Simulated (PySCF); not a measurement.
SMILES C[Si](C)(C)[S], doublet at its PBE0/def2-SVP optimised geometry (Å):

```
14

C      1.1170    -0.4941     0.0000
Si    -0.7624    -0.4941     0.0000
C     -1.4292    -1.2348     1.6003
C     -1.4148    -1.4363    -1.4896
S     -1.5142     1.5259     0.0000
H      1.5044    -1.5259     0.0312
H      1.5142    -0.0123    -0.9070
H      1.5083     0.0515     0.8719
H     -2.5291    -1.2219     1.6233
H     -1.0964    -2.2836     1.6751
H     -1.0554    -0.6927     2.4819
H     -1.0626    -2.4810    -1.4719
H     -1.0699    -0.9804    -2.4307
H     -2.5153    -1.4398    -1.4988
```

Calculation: unrestricted PBE0/def2-TZVP in PySCF 2.14.0.

Map of the Laplacian of the electron density (e/bohr⁵) on the plane z = 1.2 Å:

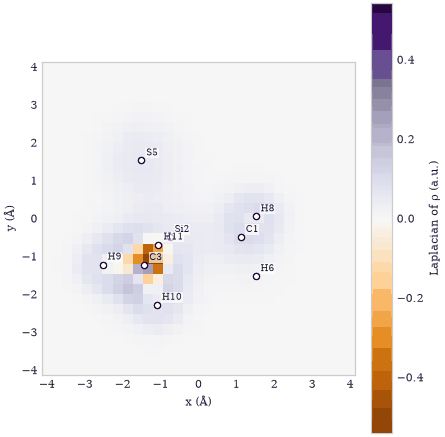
*Laplacian of the electron density (e/bohr⁵) on the plane z = 1.2 Å.*
